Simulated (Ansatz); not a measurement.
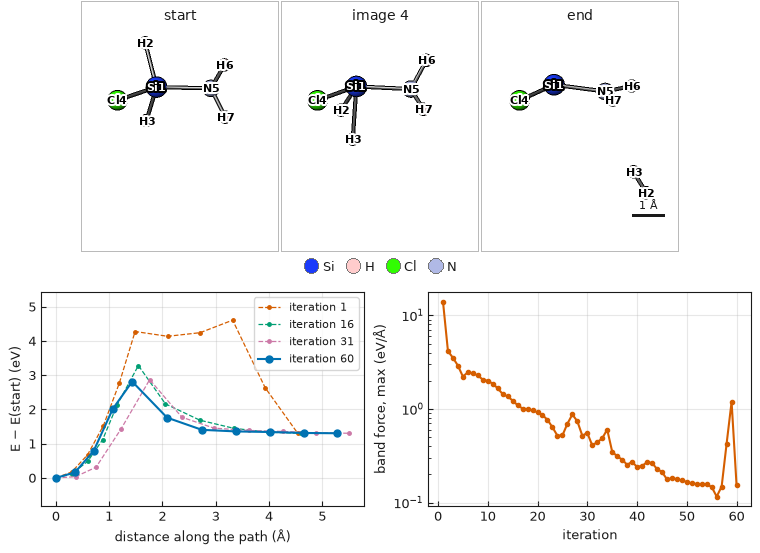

A nudged-elastic-band calculation for SiNH4Cl. Images are numbered from 0 (start) to 10 (end). The plot follows the band through its iterations. A ball-and-stick model, seen face on.

Method: RKS PBE-D4/def2-SVP in Ansatz 0.2.0. Set-up: 9 movable images; climbing image; force threshold 0.03 eV/Å; iteration limit 60; optimiser FIRE; largest step 0.5 Å; starting path through a guess of the saddle point.

Did the band converge, and can the barrier be trusted?

Answer. The result isn't final. The band hadn't converged when the run stopped after 60 iterations. The largest component of the band force went from 14 to 0.15 eV/Å. The barrier read from it is provisional, though the highest image hardly moved in the last two iterations. The step length is far from the usual. The first iteration put the highest image at 4.61 eV. The highest point, image 4, lies 2.81 eV above the start and 1.51 eV above the end; the end is at +1.31 eV relative to the start.

Cost: 4.6 min on 1 thread of AMD EPYC 9R45 96-Core Processor (Zen 5), with other jobs on the host, peak memory 0.14 GiB.
